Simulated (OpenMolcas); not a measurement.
Multiconfigurational calculation for In⁺ (part 2 of 2)

Continued. System: In⁺. Method: state-averaged RASSCF, active space 2 electrons in the shells 5s 5p 5d; RAS3 5d with at most 2 electrons, basis ANO-RCC-VQZP, DKH2 scalar Hamiltonian, spin-orbit coupling by RASSI with atomic mean-field integrals (OpenMolcas).

**The program's output (extracts), continued**
```
--- RASSCF ---
Wave function specifications:
      -----------------------------

      Number of closed shell electrons          46
      Number of electrons in active shells       2
      Max number of holes in RAS1 space          0
      Max nr of electrons in RAS3 space          2
      Number of inactive orbitals               23
      Number of active orbitals                  9
      Number of secondary orbitals              61
      Spin quantum number                      0.0
      State symmetry                             2
Orbital specifications:
      -----------------------

      Symmetry species                           1   2
                                                ag  au
      Frozen orbitals                            0   0
      Inactive orbitals                         14   9
      Active orbitals                            6   3
      RAS1 orbitals                              0   0
      RAS2 orbitals                              1   3
      RAS3 orbitals                              5   0
      Secondary orbitals                        31  30
      Deleted orbitals                           0   0
      Number of basis functions                 51  42
      Number of CSFs                            18
      Number of root(s) required                 3
      Iter CI   SX   CI       RASSCF       Energy    max ROT     max BLB   max BLB  Level Ln srch  Step   QN
          iter iter root      energy       change     param      element    value   shift minimum  type update
 Nr of preliminary CI iterations:   1
      Total energies have been shifted. Add                -5000.00 au
        1   1   12    0  -876.62373851    0.00E+00  -1.41E-01*  15  22 1 -1.62E-02*  0.00   0.00    SX    NO
        2   1   14    0  -876.63066412   -6.93E-03*  2.16E-02   15  21 1  1.29E-02*  0.00   0.00    SX    NO
        3   1   13    0  -876.63110307   -4.39E-04*  8.69E-03   13  25 1 -3.97E-03*  0.00   0.00    SX    NO
        4   1   12    0  -876.63114913   -4.61E-05*  2.30E-03   13  25 1  2.57E-03*  0.00   0.00    SX    NO
        5   1   11    0  -876.63115627   -7.13E-06*  9.44E-04   13  25 1 -1.76E-03*  0.00   0.70    QN   YES
        6   1   11    0  -876.63115917   -2.90E-06*  3.35E-04   13  25 1 -1.01E-04   0.00   1.09    QN   YES
        7   1    7    0  -876.63115923   -6.16E-08   3.70E-05   15  21 1  1.55E-05   0.00   1.10    QN   YES
      Convergence after  7 iterations
        8   1    7    0  -876.63115923   -8.14E-10   3.70E-05    9  22 1  1.18E-06   0.00   1.10    QN   YES
      Natural orbitals and occupation numbers for root  1
      sym 1:   0.978564   0.010718   0.000000  -0.000000   0.010718   0.000000
      sym 2:   0.978564   0.010718   0.010718
      Natural orbitals and occupation numbers for root  2
      sym 1:   0.978564   0.010718   0.010718   0.000000   0.000000   0.000000
      sym 2:   0.010718   0.978564   0.010718
      Natural orbitals and occupation numbers for root  3
      sym 1:   0.978564   0.000000   0.010718   0.000000   0.010718   0.000000
      sym 2:   0.010718   0.010718   0.978564
::    RASSCF root number  1 Total energy:  -5876.63115923
::    RASSCF root number  2 Total energy:  -5876.63115923
::    RASSCF root number  3 Total energy:  -5876.63115923
--- RASSI ---
SPIN-FREE ENERGIES:
  (Shifted by EMIN (a.u.) =      -5876.9107470656)

 SF State       Relative EMIN(au)   Rel lowest level(eV)    D:o, cm**(-1)      L_eff

     4             0.0000000000        0.0000000000              0.0000         0.0
    11             0.1732866579        4.7153701803          38032.0254         1.0
    12             0.1732866579        4.7153701803          38032.0254         1.0
    13             0.1732866579        4.7153701803          38032.0254         1.0
    14             0.2795878326        7.6079725025          61362.4365         1.0
    15             0.2795878326        7.6079725025          61362.4365         1.0
    16             0.2795878326        7.6079725025          61362.4365         1.0
     8             0.4137893350       11.2597814186          90816.2618         2.0
     9             0.4137893350       11.2597814186          90816.2618         2.0
     5             0.4137893350       11.2597814186          90816.2618         2.0
     6             0.4137893350       11.2597814186          90816.2618         2.0
     7             0.4137893350       11.2597814186          90816.2618         2.0
     1             0.4420138025       12.0278083054          97010.8164         1.0
     2             0.4420138025       12.0278083054          97010.8164         1.0
     3             0.4420138025       12.0278083054          97010.8164         1.0
    10             0.5374136001       14.6237690465         117948.6518         0.0
     Dipole printing threshold changed to   1.00000000E+00

++ Dipole transition strengths (spin-free states):
   -----------------------------------------------
     for osc. strength at least  1.00000000E+00

  ( Max oscillator strength is only   0.70507414013807479      )
--
Eigenvalues of complex Hamiltonian:
   -----------------------------------
  (Shifted by EMIN (a.u.) =      -5876.9107470656)

 SO State       Relative EMIN(au)   Rel lowest level(eV)    D:o, cm**(-1)     J-value

     1            -0.0000146888        0.0000000000              0.0000         0.0
     2             0.1641875825        4.4681714261          36038.2330         0.0
     3             0.1684800171        4.5849745217          36980.3135         0.6
     4             0.1684800171        4.5849745216          36980.3135         1.0
     5             0.1684800171        4.5849745216          36980.3135         0.6
     6             0.1778361957        4.8395691103          39033.7573         1.8
     7             0.1778361957        4.8395691103          39033.7573         1.8
     8             0.1778361957        4.8395691103          39033.7573         1.7
     9             0.1778361957        4.8395691103          39033.7573         1.2
    10             0.1778361957        4.8395691104          39033.7573         1.3
    11             0.2798449357        7.6153683370          61422.0879         1.0
    12             0.2798449357        7.6153683370          61422.0879         0.7
    13             0.2798449357        7.6153683370          61422.0879         0.6
    14             0.4130906456       11.2411688152          90666.1410         1.8
    15             0.4130906456       11.2411688152          90666.1410         1.8
    16             0.4130906456       11.2411688152          90666.1410         1.1
    17             0.4130906456       11.2411688152          90666.1410         1.3
    18             0.4130906456       11.2411688152          90666.1410         1.7
    19             0.4321465158       11.7597054582          94848.4211        -0.0
    20             0.4377235428       11.9114640953          96072.4370         0.8
    21             0.4377235428       11.9114640953          96072.4370         0.8
    22             0.4377235429       11.9114640954          96072.4370         0.6
    23             0.4470027515       12.1639642247          98108.9879         1.3
    24             0.4470027514       12.1639642246          98108.9879         1.0
    25             0.4470027514       12.1639642246          98108.9879         1.8
    26             0.4470027514       12.1639642245          98108.9879         1.8
    27             0.4470027514       12.1639642245          98108.9879         1.8
    28             0.5387150563       14.6595831755         118237.5122         0.0
Weights of the five most important spin-orbit-free states for each spin-orbit state.

 SO State  Total energy (au)           Spin-free states, spin, and weights
 -------------------------------------------------------------------------------------------------------
    1        -0.000015       4 0.0  1.0000    1 1.0  0.0000    2 1.0  0.0000    3 1.0  0.0000   10 0.0  0.0000
    2         0.164188      11 1.0  0.3333   12 1.0  0.3333   13 1.0  0.3333   15 0.0  0.0000   16 0.0  0.0000
    3         0.168480      12 1.0  0.4983   13 1.0  0.4978   14 0.0  0.0023   11 1.0  0.0016   15 0.0  0.0000
    4         0.168480      11 1.0  0.4988   13 1.0  0.3359   12 1.0  0.1629   16 0.0  0.0023   15 0.0  0.0000
    5         0.168480      11 1.0  0.4973   12 1.0  0.3365   13 1.0  0.1640   15 0.0  0.0023   16 0.0  0.0000
    6         0.177836      13 1.0  0.5062   12 1.0  0.4931   11 1.0  0.0007   16 0.0  0.0000   15 0.0  0.0000
    7         0.177836      13 1.0  0.5114   12 1.0  0.4708   11 1.0  0.0177   15 0.0  0.0000   16 0.0  0.0000
    8         0.177836      11 1.0  0.5375   12 1.0  0.3443   13 1.0  0.1182   15 0.0  0.0000   16 0.0  0.0000
    9         0.177836      11 1.0  0.5105   13 1.0  0.3959   12 1.0  0.0936   16 0.0  0.0000   15 0.0  0.0000
   10         0.177836      11 1.0  0.6003   12 1.0  0.2648   13 1.0  0.1349   16 0.0  0.0000   15 0.0  0.0000
   11         0.279845      16 0.0  0.9977   11 1.0  0.0012   13 1.0  0.0009   12 1.0  0.0002   14 0.0  0.0000
   12         0.279845      15 0.0  0.9977   11 1.0  0.0012   12 1.0  0.0009   13 1.0  0.0002   16 0.0  0.0000
```

**Spin-orbit levels, grouped by J and assigned**

| Configuration | Level | E (cm⁻¹) | LS purity (%) | Landé g |
| --- | --- | --- | --- | --- |
| 5s² | ¹S₀ | 0 | 100 | – |
| 5s 5p | ³P°₀ | 36,040 | 100 | – |
| 5s 5p | ³P°₁ | 36,980 | 100 | 1.500 |
| 5s 5p | ³P°₂ | 39,030 | 100 | 1.501 |
| 5s 5p | ¹P°₁ | 61,420 | 100 | 1.001 |
| 5p² | ¹D₂ | 90,670 | 98 | 1.010 |

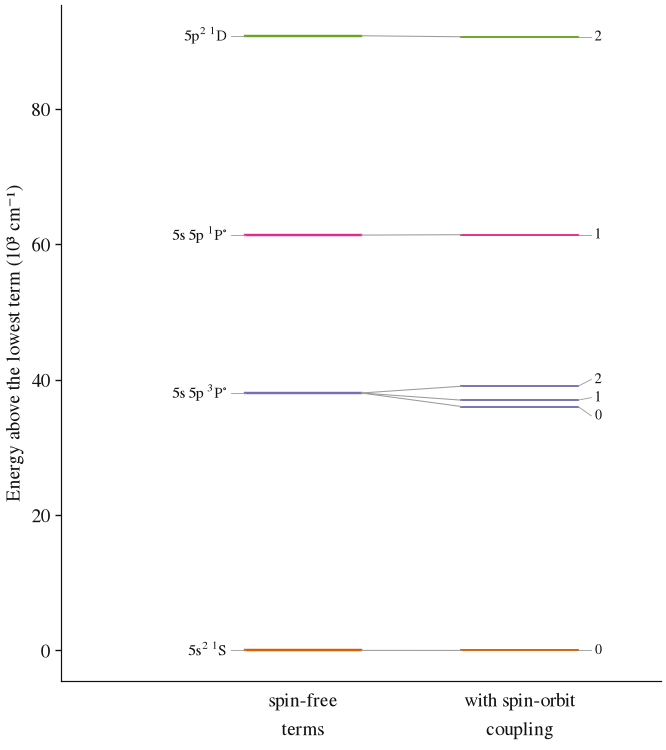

*Terms of In⁺ without and with spin-orbit coupling; numbers at the right are J.*

5s² ¹S (at 0) gives the one level J = 0; 5s 5p ³P° (at 38,000 cm⁻¹) splits over 3,000 cm⁻¹ into J = 0, 1, 2 from the bottom up (normal); 5s 5p ¹P° (at 61,400 cm⁻¹) gives the one level J = 1; 5p² ¹D (at 90,800 cm⁻¹) gives the one level J = 2. The ground level lies 3.22 cm⁻¹ below the lowest term.

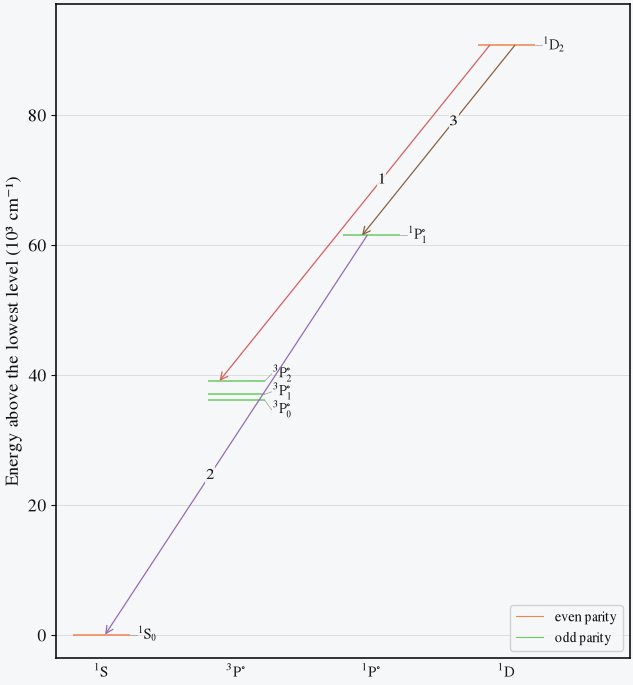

*Levels of In⁺ with 3 numbered transitions. Rates are at computed energies.*

```
No.       Upper       Lower  Type  λ (vacuum)  A (s⁻¹)
  1     5p² ¹D₂  5s 5p ³P°₂    E1      194 nm  1.8×10⁷
  2  5s 5p ¹P°₁     5s² ¹S₀    E1      163 nm  1.8×10⁹
  3     5p² ¹D₂  5s 5p ¹P°₁    E1      342 nm  6.1×10⁶
```

Line 2 has the largest rate; it falls in the vacuum ultraviolet region.

**Results in brief**

- outcome: converged
- lowest level: 5s² ¹S₀
- first excited level: 5s 5p ³P°₀, 36,038 cm⁻¹ (measured: 42,276)
- energy of the lowest spin-free term: −5876.91075 hartree
- energy of the lowest spin-orbit level: −5876.91076 hartree
- largest spread among components of a term: 0.0 cm⁻¹
- hardware: 1 CPU thread, shared host
- wall time: 19 s

**Notes**

Without dynamic correlation the gaps between configurations can be off by an electronvolt or more. Limits: extra active shells serve correlation only, their own levels not computed; only configurations of the active space are included.
